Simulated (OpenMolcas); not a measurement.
# CH6GeO (SMILES C[O][GeH3]): levels of theory compared

Aim: a comparison of 6 runs (HF/STO-3G, HF/3-21G, B3LYP/6-31G*, BHLYP/cc-pVDZ, TPSS/cc-pVDZ, r2SCAN/cc-pVDZ) of CH6GeO. 

The results are computed with OpenMolcas 26.06.

### 1 The system as given

CH6GeO has 9 atoms, charge 0, and is taken as a singlet. SMILES: `C[O][GeH3]`. The shape is that of a PBE0-D4/def2-TZVP optimisation.

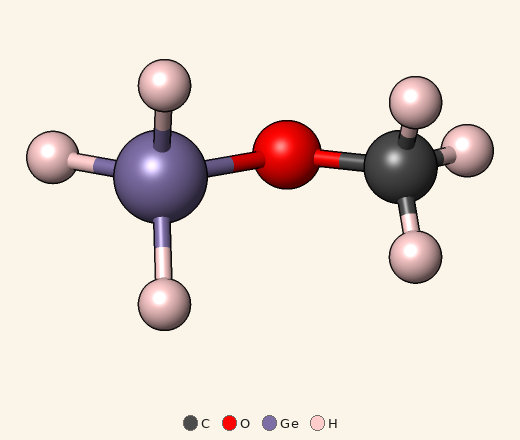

The structure, seen from a chosen angle (carbon dark grey, oxygen red, germanium purple, hydrogen pink).

### 2 Energy and forces at HF/STO-3G (run 1)

The input, run.input:

```
&GATEWAY
 BASLIB=$CurrDir
 COORD
 9
 angstrom
 C       -0.461600       0.939500      -0.879600
 O       -0.657300      -0.383600      -0.447300
 Ge       0.409500      -1.004400       0.834300
 H       -1.194400       1.152600      -1.661500
 H        0.540900       1.094500      -1.301500
 H       -0.607700       1.666800      -0.069200
 H        1.870200      -0.939000       0.345100
 H       -0.054100      -2.444000       1.070300
 H        0.242900      -0.128600       2.092200
 BASIS=STO-3G
 GROUP=NoSym

&SEWARD

&SCF
 THRESHOLDS=1e-10 1e-07 1e-07 1e-05
 PRORBITALS=1 1

&ALASKA
```

The basis set STO-3G is read from a file made from the Basis Set Exchange's data (not shown).

Started as:

```bash
$ export MOLCAS_MEM=1860
$ pymolcas run.input > run.log
```

What it wrote:

```text
--- Start Module: gateway ---
[...]
--- Stop Module: gateway /rc=_RC_ALL_IS_WELL_ ---
[...]
      Basis functions           34
[...]
--- Start Module: scf ---
[...]
       Convergence after  11 Iterations
[...]
::    Total SCF energy                              -2166.5018866804
[...]
      Total spin, S                                     0.0000000000
[...]
      Total electronic charge=   52.000000
      Total            charge=   -0.000000
[...]
      Dipole Moment (debye):
      Origin of the operator (angstrom)=    0.1391   -0.6364    0.4116
                   X=  9.9093E-01               Y=  3.1898E-01               Z=  7.7436E-01           Total=  1.2974E+00
      Quadrupole Moment (debye*angstrom):
[...]
 *              Molecular gradients               *
 **************************************************
  Irreducible representation: a
 ------------------------------------------------------------------------------------------
                              X                       Y                       Z
 ------------------------------------------------------------------------------------------
  C1               -7.49835889909956E-03   -8.37199678977996E-03   -3.15528873053417E-03
  O2               -3.21287719333441E-03    2.77632642287645E-02   -1.58560990226579E-02
  GE3              -9.22238284418953E-03   -1.42759498747047E-03   -7.91359362528254E-03
  H4                1.68222117154393E-04   -2.40193804104427E-03    1.28555380727891E-03
  H5                1.69566496335749E-03   -3.94755208478315E-03    2.69144859825321E-04
  H6               -1.13251125586356E-03   -2.55385516904294E-03    3.29753012791167E-03
  H7                3.66037614027039E-02    2.87511197439033E-03   -1.36871877252225E-02
  H8               -1.24624772042461E-02   -3.54906118089140E-02    4.85622460118718E-03
[...]
```

Wall time 1.4 s (1 thread of Intel Xeon 6975P-C (Granite Rapids), shared host); peak memory 0.37 GiB.

### 3 Energy and gradient at HF/3-21G (run 2)

The input, coord.xyz:

```xyz
9

C     -0.461600     0.939500    -0.879600
O     -0.657300    -0.383600    -0.447300
Ge     0.409500    -1.004400     0.834300
H     -1.194400     1.152600    -1.661500
H      0.540900     1.094500    -1.301500
H     -0.607700     1.666800    -0.069200
H      1.870200    -0.939000     0.345100
H     -0.054100    -2.444000     1.070300
H      0.242900    -0.128600     2.092200
```

The input, job.input:

```
>>> EXPORT MOLCAS_PRINT=2
&GATEWAY
BasLib=$CurrDir
Coord=coord.xyz
Basis=3-21G
Group=NoSym
&SEWARD
&SCF
Thresholds=1e-10 1e-07 1e-07 1e-05
PrOrbitals=1
&ALASKA
```

The basis set 3-21G is read from a file made from the Basis Set Exchange's data (not shown).

Started as:

```bash
$ export MOLCAS_MEM=1860
$ pymolcas job.input > job.log
```

What it wrote:

```text
--- Start Module: gateway ---
[...]
--- Stop Module: gateway /rc=_RC_ALL_IS_WELL_ ---
[...]
      Basis functions           52
[...]
--- Start Module: scf ---
[...]
       Convergence after  15 Iterations
[...]
::    Total SCF energy                              -2180.9180652538
[...]
      Total spin, S                                     0.0000000000
[...]
      Total electronic charge=   52.000000
      Total            charge=   -0.000000
[...]
      Dipole Moment (debye):
      Origin of the operator (angstrom)=    0.1391   -0.6364    0.4116
                   X=  1.2713E+00               Y=  9.2544E-01               Z=  7.5385E-01           Total=  1.7438E+00
      Quadrupole Moment (debye*angstrom):
[...]
 *              Molecular gradients               *
 **************************************************
  Irreducible representation: a
 ------------------------------------------------------------------------------------------
                              X                       Y                       Z
 ------------------------------------------------------------------------------------------
  C1                4.72997225464389E-03   -2.51870639914582E-02    1.60479885218230E-02
  O2               -1.71417237698925E-02    2.13491875383078E-02   -2.58466799006243E-02
  GE3               1.64801881152030E-02   -7.78999572185413E-04    1.57145993282342E-02
  H4               -6.17995833827045E-03   -3.36907573549095E-04   -5.59165438910947E-03
  H5                6.40830183833074E-03   -2.29392384148985E-04   -2.91176197398690E-03
  H6               -1.64606540950019E-03    3.76807542353452E-03    5.72681276473364E-03
  H7                2.08874721745467E-04    8.40320143864634E-04   -1.02812575347855E-03
  H8               -2.32158675076644E-03   -6.28703056722024E-04   -1.86970014208421E-03
[...]
```

Run time: 1.9 s. Hardware: 1 thread of Intel Xeon 6975P-C (Granite Rapids), shared host; peak memory 0.38 GiB.

Runs 3 to 4 aren't shown in full; the table further down has their settings and results.

### 4 Energy and gradient at TPSS/cc-pVDZ (run 5)

The input, run.inp:

```
* CH6GeO Kohn-Sham DFT

&GATEWAY
  BasLib=$CurrDir
  Coord
  9
  angstrom
  C       -0.461600       0.939500      -0.879600
  O       -0.657300      -0.383600      -0.447300
  Ge       0.409500      -1.004400       0.834300
  H       -1.194400       1.152600      -1.661500
  H        0.540900       1.094500      -1.301500
  H       -0.607700       1.666800      -0.069200
  H        1.870200      -0.939000       0.345100
  H       -0.054100      -2.444000       1.070300
  H        0.242900      -0.128600       2.092200
  Basis=cc-pVDZ
  Group=NoSym

&SEWARD
  GridInput
  Grid=UltraFine
  End of Grid

&SCF
  KSDFT=2
  1.0 MGGA_X_TPSS
  1.0 MGGA_C_TPSS
  Thresholds=1e-10 1e-07 1e-07 1e-05
  PrOrbitals=1 1

&ALASKA
```

The basis set cc-pVDZ is read from a file made from the Basis Set Exchange's data (not shown).

Started as:

```bash
$ export MOLCAS_MEM=1860
$ pymolcas run.inp > run.log
```

What it wrote:

```text
--- Start Module: gateway ---
[...]
--- Stop Module: gateway /rc=_RC_ALL_IS_WELL_ ---
[...]
      Basis functions           85
[...]
--- Start Module: scf ---
[...]
       Convergence after  14 Iterations
[...]
::    Total KS-DFT energy                           -2193.8992141996
[...]
      Total spin, S                                     0.0000000000
[...]
      Total electronic charge=   52.000000
      Total            charge=   -0.000000
[...]
      Dipole Moment (debye):
      Origin of the operator (angstrom)=    0.1391   -0.6364    0.4116
                   X=  7.3219E-01               Y=  6.2802E-01               Z=  3.8999E-01           Total=  1.0405E+00
      Quadrupole Moment (debye*angstrom):
[...]
 *              Molecular gradients               *
 **************************************************
  Irreducible representation: a
 ------------------------------------------------------------------------------------------
                              X                       Y                       Z
 ------------------------------------------------------------------------------------------
  C1               -1.29419366649342E-03   -6.73884064081776E-03    1.87794816590969E-03
  O2                1.28055133963976E-02    9.77936593559647E-03    7.40841782008417E-03
  GE3              -8.01345272383003E-03    4.23311416365024E-03   -9.41448926751320E-03
  H4                5.81685692267087E-03   -9.64232580499491E-04    5.87794712929757E-03
  H5               -7.69388928381165E-03   -1.82565568014437E-03    3.35723125637566E-03
  H6                9.52936459587161E-04   -6.14723606336387E-03   -5.92059896381514E-03
  H7               -3.18664932178869E-03    4.48038998579703E-04    1.42450606145150E-04
  H8                8.32068768576555E-04    2.25488523865014E-03   -2.71241138918743E-04
[...]
```

Run time: 35 s. Hardware: 1 thread of Intel Xeon 6975P-C (Granite Rapids), shared host; peak memory 0.47 GiB.

### 5 Energy and gradient at r2SCAN/cc-pVDZ (run 6)

The input, calc.input:

```
&GATEWAY
  BasLib=$CurrDir
  Coord
  9
  bohr
  C     -0.87229758     1.77539769    -1.66220310
  O     -1.24211698    -0.72489894    -0.84527450
  Ge     0.77384285    -1.89804092     1.57659851
  H     -2.25708888     2.17809833    -3.13977996
  H      1.02215286     2.06830524    -2.45947855
  H     -1.14838657     3.14979550    -0.13076905
  H      3.53416580    -1.77445283     0.65214449
  H     -0.10223418    -4.61849065     2.02257387
  H      0.45901448    -0.24301878     3.95368500
  Basis=cc-pVDZ
  Group=NoSym

&SEWARD
  GridInput
  Grid=UltraFine
  End of Grid

&SCF
  KSDFT=2
  1.0 MGGA_X_R2SCAN
  1.0 MGGA_C_R2SCAN
  Thresholds=1e-10 1e-07 1e-07 1e-05
  PrOrbitals=0

&ALASKA
```

The basis set cc-pVDZ is read from a file made from the Basis Set Exchange's data (not shown).

Started as:

```bash
$ export MOLCAS_MEM=1860
$ pymolcas calc.input > calc.log
```

What it wrote:

```text
--- Start Module: gateway ---
[...]
--- Stop Module: gateway /rc=_RC_ALL_IS_WELL_ ---
[...]
      Basis functions           85
[...]
--- Start Module: scf ---
[...]
       Convergence after  13 Iterations
[...]
::    Total KS-DFT energy                           -2193.8232632455
[...]
      Total spin, S                                     0.0000000000
[...]
      Total electronic charge=   52.000000
      Total            charge=   -0.000000
[...]
      Dipole Moment (debye):
      Origin of the operator (angstrom)=    0.1391   -0.6364    0.4116
                   X=  8.0078E-01               Y=  6.0901E-01               Z=  4.6268E-01           Total=  1.1073E+00
      Quadrupole Moment (debye*angstrom):
[...]
 *              Molecular gradients               *
 **************************************************
  Irreducible representation: a
 ------------------------------------------------------------------------------------------
                              X                       Y                       Z
 ------------------------------------------------------------------------------------------
  C1               -7.01338950227948E-04   -3.60213850205682E-04   -5.32988053378425E-04
  O2                8.56195718791142E-03    5.28920727873300E-03    5.54293832152197E-03
  GE3              -5.99669112890311E-03    2.69481408255601E-03   -6.82197964920306E-03
  H4                4.25946683379008E-03   -1.10426443658840E-03    4.49122947458314E-03
  H5               -6.02960217923076E-03   -1.69819610266919E-03    2.68700086618656E-03
  H6                6.83711963081812E-04   -5.05642585570421E-03   -4.51565448906788E-03
  H7               -8.57536492485877E-04    2.96311267415986E-04   -1.38700610467168E-04
  H8                2.24900997090938E-04    6.86221693158018E-06    2.05718814506817E-04
[...]
```

Run time: 33 s. Hardware: 1 thread of Intel Xeon 6975P-C (Granite Rapids), shared host; peak memory 0.47 GiB.

### 6 Overview of the runs

```csv
run,level,Cartesian functions,integration grid,energy (Eh),dipole moment (D),HOMO energy (eV),LUMO energy (eV),wall time
1,HF/STO-3G,no,–,-2166.501887,1.30,-8.59,11.82,1.4 s
2,HF/3-21G,no,–,-2180.918065,1.74,-11.30,4.08,1.9 s
3,B3LYP/6-31G* (Cartesian functions),yes,UltraFine,-2193.694879,1.25,-7.23,0.23,20 s
4,BHLYP/cc-pVDZ,no,UltraFine,-2193.814897,1.27,-9.08,1.49,23 s
5,TPSS/cc-pVDZ,no,UltraFine,-2193.899214,1.04,-6.11,-0.08,35 s
6,r2SCAN/cc-pVDZ,no,UltraFine,-2193.823263,1.11,-6.31,0.09,33 s
```

### 7 What came out

| quantity | value |
| --- | --- |
| run 6: total energy | -2193.82326 Eh |
| run 6: dipole moment | 1.11 D |
| run 6: HOMO energy | -6.31 eV |
| run 6: LUMO energy | 0.09 eV |
| run 6: HOMO–LUMO gap | 6.39 eV |
| run 6: largest force on an atom | 0.591 eV/Å |

What this shows: The dipole moment (its size) runs from 1.04 D (TPSS/cc-pVDZ) to 1.74 D (HF/3-21G). The two ends differ in method and basis. The HOMO–LUMO gap runs from 6.03 eV (TPSS/cc-pVDZ) to 20.40 eV (HF/STO-3G). Totals of different functionals can't be ranked against each other. In run 1 the basis is minimal, so the values are rough. All runs together took 1.9 min, the longest 35 s.
